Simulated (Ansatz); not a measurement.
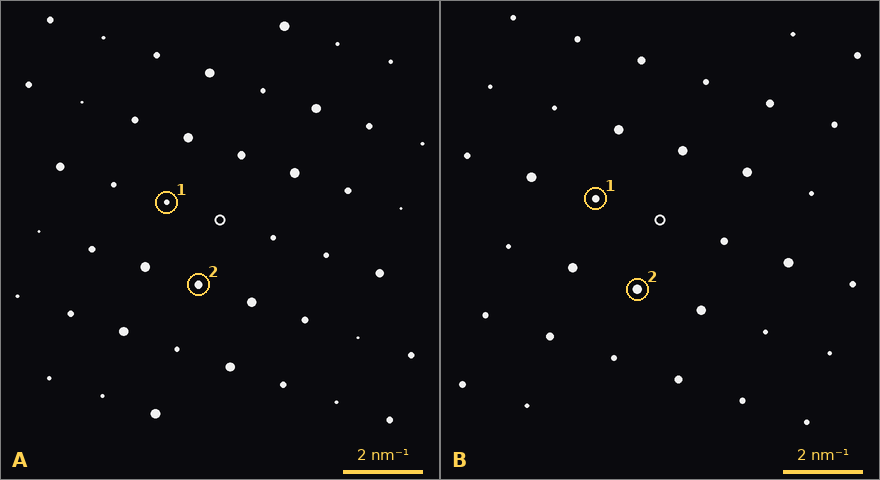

Kinematic electron diffraction patterns (200 kV, B = 0.5 Å², same scale) along [110] of the run's own cell, for the start and the end of one relaxation of Si2H2Br7 with Ansatz 0.2.0, DFT, PAW plane waves, pbesol. k mesh 3×3×4. The start is a generated model structure, and the relaxation ends in the nearest stationary point of its symmetry, not necessarily the ground state. Spot 1 is 0 0 -1 and spot 2 is -1 1 0 in both.

Start structure:

```
Br H Si
1.0
     4.15450    5.42903    0.00000
     4.15450   -5.42903    0.00000
     1.32231    0.00000   -5.83431
Br H Si
7 2 2
Direct
  0.39340 0.07820 0.78630
  0.92180 0.60660 0.21370
  0.60660 0.92180 0.21370
  0.07820 0.39340 0.78630
  0.00000 0.00000 0.50000
  0.39340 0.39340 0.27920
  0.60660 0.60660 0.72080
  0.30944 0.69056 0.00000
  0.69056 0.30944 0.00000
  0.22379 0.22379 0.59156
  0.77621 0.77621 0.40844
```

**Which pattern belongs to the start structure, and which to the relaxed one?**

B is the start: its cell gives d(1) = 5.834 Å, d(2) = 5.429 Å and an angle of 90.0°. A is the relaxed structure, with d(1) = 7.044 Å (+20.7 %), d(2) = 5.799 Å (+6.8 %) and 90.0°.

**Name reflections whose intensity changes strongly on relaxation.**

0 0 2 goes from 100 to 7.9 % of the strongest spot; 0 0 1 goes from 30 to 5.9 % of the strongest spot; 1 -1 2 goes from 5.2 to 23 % of the strongest spot.

**What did the relaxation do to the structure and the energy?**

The volume changed by +74.8 % to 41.83 Å³ an atom; with the mean shift removed, the atoms moved by up to 1.83 Å relative to the cell (H most); the space group stayed C2/m (No. 12); the free energy fell by 760 meV an atom. Relaxed cell: a = 8.084 Å, b = 8.084 Å, c = 7.063 Å, α = 87.02°, β = 87.02°, γ = 91.68°.
